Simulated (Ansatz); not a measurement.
System: CH$_{3}$N.

The calculation's input:

```
crystal:
  periodic: [false, false, false]
  atoms:
    - symbol: C
      position_ang: [-0.037200, -0.386500, 0.038000]
    - symbol: N
      position_ang: [0.623200, 0.654300, -0.225900]
    - symbol: H
      position_ang: [-1.090200, -0.400600, 0.342700]
    - symbol: H
      position_ang: [0.457500, -1.356900, -0.036200]
    - symbol: H
      position_ang: [0.046700, 1.489800, -0.118600]
basis:
  gaussian:
    orbitals: def2-SVP
hamiltonian:
  xc: hf
accuracy: high
output:
  forces: true
  orbitals: {seedname: orbitals}
```

Command:

```sh
ansatz run job.yaml --threads 1 --pin off --max-ram 2610MiB --events-out events.jsonl --progress --plain --runs-dir runs
```

Geometry: PBE0-D4/def2-TZVP.

Level of theory: isolated molecule in a Gaussian basis; Hartree-Fock (Ansatz 0.2.0).

### What can the converged electron density and electron localisation function tell about the bonding?

C–N (1.26 Å): the density is about 2.9 e/Å³ at the midpoint; the ELF peaks at about 0.90 between the atoms; a short, multiple covalent bond.
N–H (1.02 Å): the density is about 2.8 e/Å³ at the midpoint; the ELF climbs to about 1 towards the hydrogen, as it does in any bond to H: an ordinary covalent bond to hydrogen.
C–H (1.09 Å): ρ is about 2 e/Å³ halfway; the ELF climbs to about 1 towards the hydrogen (a covalent bond by its length).

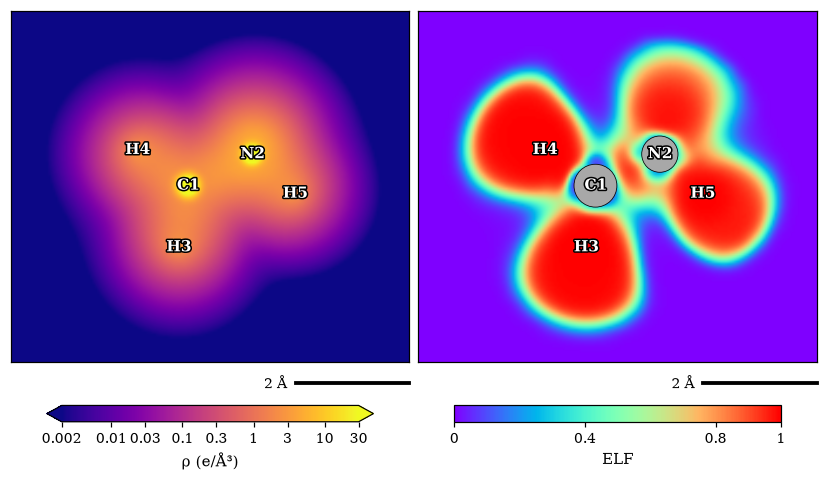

Computed electron density and electron localisation function on the molecular plane, in this order. Grey discs cover the atomic cores in the ELF map. 
